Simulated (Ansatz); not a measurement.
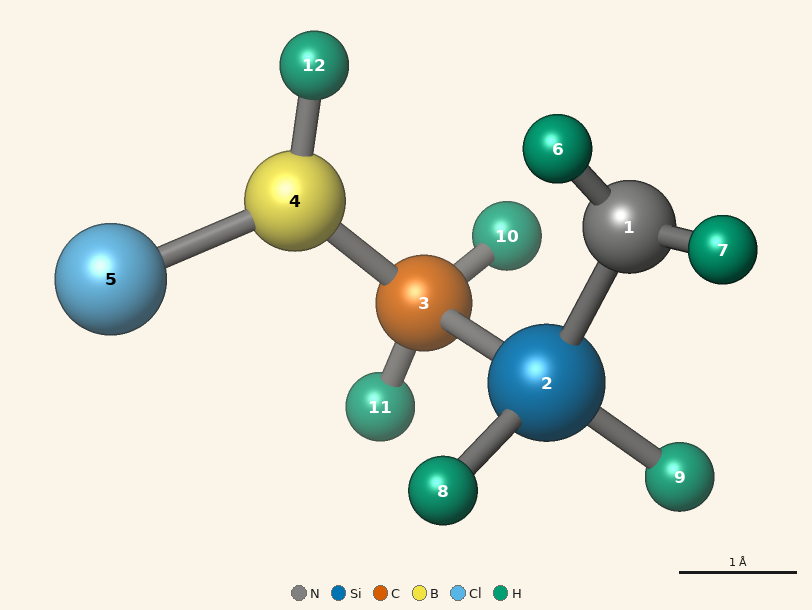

Orthographic view. Distant atoms are faded towards the background colour. The computed structure is the end point of a PBE-D4/def2-SVP optimisation. No frequency run is at hand to confirm it as a minimum.

Write a Z-matrix (Å, degrees) in the order of the atom numbers, with these reference atoms: 2 to 1; 3 to 2, 1; 4 to 3, 2, 1; 5 to 4, 3, 2; 6 to 1, 2, 3; 7 to 1, 6, 2; 8 to 2, 1, 7; 9 to 2, 8, 3; 10 to 3, 4, 5; 11 to 3, 10, 4; 12 to 4, 3, 10.

```
N  
Si   1   1.746
C    2   1.913   1   108.6
B    3   1.541   2   107.8   1   -61.0
Cl   4   1.771   3   121.1   2   -92.0
H    1   1.024   2   118.7   3    62.7
H    1   1.024   6   109.5   2  -138.8
H    2   1.512   1   117.1   7    77.2
H    2   1.506   8   107.9   3  -118.2
H    3   1.110   4   112.7   5   153.0
H    3   1.110  10   111.3   4   129.7
H    4   1.217   3   123.2  10   -31.3
```
